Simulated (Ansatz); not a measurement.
One crystal and one scan (frozen-phonon scan) at two levels, PBE (plane waves to 420 eV, PAW, scalar-relativistic; Ansatz, a first-principles code) and r2SCAN (plane waves to 500 eV, PAW, scalar-relativistic; Ansatz), each from its own relaxed cell and on its own mesh. The cell shown is that of PBE.

Starting cell, Pd (fcc, Cu type):

```yaml
crystal:
  lattice:
    - [0.00000, 3.94259, 3.94259]
    - [1.97130, 0.00000, 1.97130]
    - [1.97130, 1.97130, 0.00000]
  atoms:
    - { symbol: Pd, position: [0.00000, 0.00000, 0.00000] }
    - { symbol: Pd, position: [0.50000, 0.00000, 0.00000] }
```

The atoms are displaced by Q × the pattern below (from a DFPT mode at L = (0.5, 0.0, 0.0), largest move 1; Q in Å), at fixed cell. It is one choice among 2 degenerate patterns. (q is in reciprocal vectors of the primitive cell; the cell shown is doubled to hold the pattern.)

| atom | x | y | z |
|---|---|---|---|
| Pd1 | 0.285 | -0.520 | 0.805 |
| Pd2 | -0.285 | 0.520 | -0.805 |

Pd is run without spin polarisation. Pd was relaxed with its symmetry unable to fall. The PAW data are Ansatz's earlier set. With partly filled bands, energies and forces of such displacements shift with the k mesh and the smearing. Percentages come from the unrounded values. Both scans cover Q from -0.280 to 0.280 Å.

```json
[
 {"quantity": "Lattice constant a (Å)", "PBE": "3.943", "r2SCAN": "3.911", "PBE − r2SCAN": "+0.032 (+0.8 %)"},
 {"quantity": "Energy at Q = 0.280 Å (meV/cell)", "PBE": "230", "r2SCAN": "234", "PBE − r2SCAN": "-4 (-2 %)"},
 {"quantity": "Harmonic wavenumber from the curvature (finite differences) (cm⁻¹ (negative: imaginary))", "PBE": "106", "r2SCAN": "108", "PBE − r2SCAN": "-2 (-2 %)"}
]
```

PBE gives the higher value for: lattice constant a. PBE gives the lower value for: energy at Q = 0.280 Å. Both give the same space group of the distorted cell: P-1 (No. 2), lowered from Fm-3m.

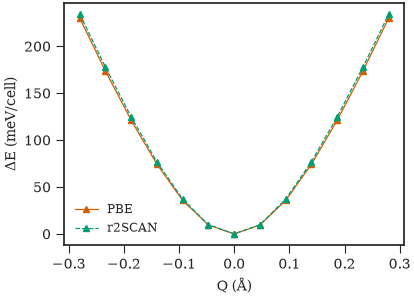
*ΔE, each from the undisplaced structure of its own level.*

(A displaced cell: forces are minus the slopes of the energy, force constants its curvatures, and phonons follow from these.)
